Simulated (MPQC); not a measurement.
**FHSb (SMILES [F][SbH]) at 3 levels**

Wanted: a comparison of 3 runs (UHF/STO-3G, UHF/3-21G, ROSPZ81/3-21G) of FHSb. 

The results are computed with MPQC 2.3.1.

### 1 Starting point

FHSb has 3 atoms, charge 0, and is taken as a doublet. SMILES: `[F][SbH]`. The coordinates come from a PBE0-D4/def2-TZVP relaxation.

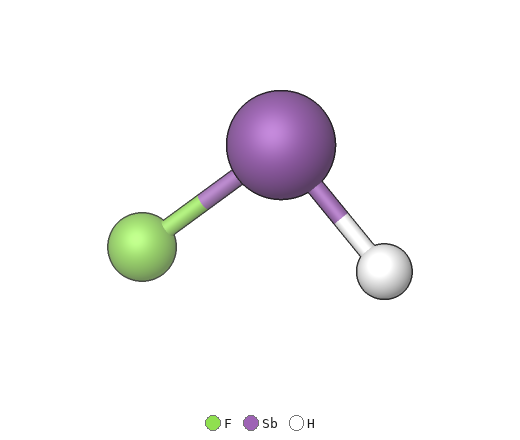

The structure, seen from a chosen angle (fluorine green, antimony purple, hydrogen white).

### 2 Energy and forces at UHF/STO-3G (run 1)

Contents of input.in:

```
molecule<Molecule>: (
   symmetry = c1
   unit = angstrom
   { atoms geometry } = {
      F  [ -0.826200       1.100300      -0.341200 ]
      Sb [ -0.323800      -0.751300      -0.255900 ]
      H  [ 1.139000      -0.413700       0.583800 ]
   }
)
basis<GaussianBasisSet>: (
   name = "STO-3G"
   molecule = $:molecule
   basisdir = "."
   puream = yes
)
mpqc: (
   checkpoint = no
   savestate = no
   restart = no
   do_energy = yes
   do_gradient = yes
   optimize = no
   mole<UHF>: (
      molecule = $:molecule
      basis = $:basis
      total_charge = 0
      multiplicity = 2
      memory = 1000000000
      print_evals = yes
      maxiter = 120
      value_accuracy = 1e-08
   )
)
```

The basis set STO-3G is read from a file made from the Basis Set Exchange's data (not shown).

Started as:

```
$ mpqc input.in > input.out
```

The log of the run:

```text
MPQC: Massively Parallel Quantum Chemistry
                                   Version 2.3.1

  Using IntegralV3 by default for molecular integrals evaluation

  USCF::init: total charge = 0

  alpha = [ 31 ]
  beta  = [ 30 ]

  Molecular formula HFSb

  MPQC options:
    matrixkit     = <ReplSCMatrixKit>
    restart       = no
    checkpoint    = no
    savestate     = no
    do_energy     = yes
    do_gradient   = yes
    optimize      = no
    write_pdb     = no
    print_mole    = yes
    print_timings = yes

[... 16 lines left out ...]
  iter     6 energy = -6349.9382768604 delta = 2.87597e-03
[... 6 lines left out ...]
  iter    13 energy = -6349.9411514165 delta = 2.55863e-06
[... 6 lines left out ...]
  iter    20 energy = -6349.9411623808 delta = 1.36085e-05
[... 6 lines left out ...]
  iter    27 energy = -6349.9411628743 delta = 6.42184e-08
[... 18 lines left out ...]
  Gradient of the MolecularEnergy:
[... 40 lines left out ...]
  UnrestrictedSCF Parameters:
    charge = 0.0000000000
    nalpha = 31
    nbeta = 30
    alpha = [ 31 ]
    beta  = [ 30 ]

                               CPU Wall
mpqc:                         0.48 0.48
  calc:                       0.47 0.47
    compute gradient:         0.13 0.13
      nuc rep:                0.00 0.00
      one electron gradient:  0.00 0.00
      overlap gradient:       0.00 0.00
      two electron gradient:  0.12 0.12
    vector:                   0.34 0.35
      density:                0.00 0.00
      evals:                  0.01 0.01
      extrap:                 0.01 0.01
      fock:                   0.31 0.31
  input:                      0.00 0.00
```

It took 0.54 s on 1 thread of Arm Neoverse V2, shared host.

### 3 Energy and gradient at UHF/3-21G (run 2)

Contents of mol.in:

```
molecule<Molecule>: (
  symmetry = c1
  unit = bohr
  { atoms geometry } = {
    F  [ -1.56129172 2.07926565 -0.64477455 ]
    Sb [ -0.61189332 -1.41975124 -0.48358092 ]
    H  [ 2.15239806 -0.78177970 1.10322211 ]
  }
)
basis<GaussianBasisSet>: (
  name = "3-21G"
  molecule = $:molecule
  basisdir = "."
  puream = yes
)
mpqc: (
  checkpoint = no
  savestate = no
  restart = no
  do_energy = yes
  do_gradient = yes
  optimize = no
  mole<UHF>: (
    molecule = $:molecule
    basis = $:basis
    total_charge = 0
    multiplicity = 2
    memory = 1000000000
    print_evals = yes
    maxiter = 120
    value_accuracy = 1e-08
  )
)
```

The basis set 3-21G is read from a file made from the Basis Set Exchange's data (not shown).

Started as:

```
$ mpqc mol.in > mol.out
```

The log of the run:

```text
MPQC: Massively Parallel Quantum Chemistry
                                   Version 2.3.1

  Using IntegralV3 by default for molecular integrals evaluation

  USCF::init: total charge = 0

  alpha = [ 31 ]
  beta  = [ 30 ]

  Molecular formula HFSb

  MPQC options:
    matrixkit     = <ReplSCMatrixKit>
    restart       = no
    checkpoint    = no
    savestate     = no
    do_energy     = yes
    do_gradient   = yes
    optimize      = no
    write_pdb     = no
    print_mole    = yes
    print_timings = yes

[... 12 lines left out ...]
  iter     2 energy = -6384.4993523547 delta = 1.10474e-01
[... 6 lines left out ...]
  iter     9 energy = -6385.1425177262 delta = 3.30374e-04
[... 6 lines left out ...]
  iter    16 energy = -6385.1424865369 delta = 1.85240e-05
[... 6 lines left out ...]
  iter    23 energy = -6385.1424871016 delta = 2.84596e-07
[... 18 lines left out ...]
  Gradient of the MolecularEnergy:
[... 40 lines left out ...]
  UnrestrictedSCF Parameters:
    charge = 0.0000000000
    nalpha = 31
    nbeta = 30
    alpha = [ 31 ]
    beta  = [ 30 ]

                               CPU Wall
mpqc:                         1.18 1.18
  calc:                       1.18 1.18
    compute gradient:         0.12 0.12
      nuc rep:                0.00 0.00
      one electron gradient:  0.00 0.00
      overlap gradient:       0.00 0.00
      two electron gradient:  0.11 0.11
    vector:                   1.06 1.06
      density:                0.00 0.00
      evals:                  0.02 0.02
      extrap:                 0.01 0.01
      fock:                   0.98 0.98
  input:                      0.00 0.00
```

It took 1.3 s on 1 thread of Arm Neoverse V2, shared host.

### 4 Energy and gradient at ROSPZ81/3-21G (run 3)

Contents of run.in:

```
molecule<Molecule>: (
   symmetry = c1
   unit = angstrom
   { atoms geometry } = {
      F  [ -0.826200 1.100300 -0.341200 ]
      Sb [ -0.323800 -0.751300 -0.255900 ]
      H  [ 1.139000 -0.413700 0.583800 ]
   }
)
basis<GaussianBasisSet>: (
   name = "3-21G"
   molecule = $:molecule
   basisdir = "."
   puream = no
)
mpqc: (
   checkpoint = no
   savestate = no
   restart = no
   do_energy = yes
   do_gradient = yes
   optimize = no
   mole<HSOSKS>: (
      molecule = $:molecule
      basis = $:basis
      total_charge = 0
      multiplicity = 2
      memory = 1000000000
      print_evals = yes
      maxiter = 80
      functional<StdDenFunctional>: ( name = "SPZ81" )
   )
)
```

The basis set 3-21G is read from a file made from the Basis Set Exchange's data (not shown).

Started as:

```
$ mpqc -o run.out run.in
```

The log of the run:

```text
MPQC: Massively Parallel Quantum Chemistry
                                   Version 2.3.1

  Using IntegralV3 by default for molecular integrals evaluation

  HSOSSCF::init: total charge = 0

  docc = [ 30 ]
  socc = [ 1 ]

  Molecular formula HFSb

  MPQC options:
    matrixkit     = <ReplSCMatrixKit>
    restart       = no
    checkpoint    = no
    savestate     = no
    do_energy     = yes
    do_gradient   = yes
    optimize      = no
    write_pdb     = no
    print_mole    = yes
    print_timings = yes

[... 2 lines left out ...]
  nuclear repulsion energy =  143.9655477531
[... 23 lines left out ...]
  iter     6 energy = -6381.9792970446 delta = 1.78787e-01
[... 12 lines left out ...]
  Integrated electron density error = -0.000241483074
[... 12 lines left out ...]
  iter    19 energy = -6382.3724128815 delta = 6.93323e-06
[... 12 lines left out ...]
  Integrated electron density error = 0.000013216758
[... 1 line left out ...]
  Integrated electron density error = 0.000013216746
[... 1 line left out ...]
  Integrated electron density error = 0.000013216738
[... 1 line left out ...]
  Integrated electron density error = 0.000013216735
[... 1 line left out ...]
  Integrated electron density error = 0.000013216736
[... 16 lines left out ...]
  Integrated electron density error = 0.000013214889
[... 6 lines left out ...]
  Gradient of the MolecularEnergy:
[... 71 lines left out ...]
  input:                      0.00 0.00
```

Run time: 6.9 s. Hardware: 1 thread of Arm Neoverse V2, shared host.

### 5 Overview of the runs

```tsv
run	level	Cartesian functions	SCF convergence threshold	SCF iteration cap	energy (Eh)	⟨S²⟩	largest force (eV/Å)	wall time
1	UHF/STO-3G	no	1e-08	120	-6349.941163	0.763	1.363	0.54 s
2	UHF/3-21G	no	1e-08	120	-6385.142487	0.756	0.578	1.3 s
3	ROSPZ81/3-21G	yes	–	80	-6382.372413	–	0.766	6.9 s
```

### 6 Results

| quantity | value |
| --- | --- |
| run 3: total energy | -6382.37241 Eh |
| run 3: largest force on an atom | 0.766 eV/Å |

In words: All runs together took 8.7 s, the longest 6.9 s.
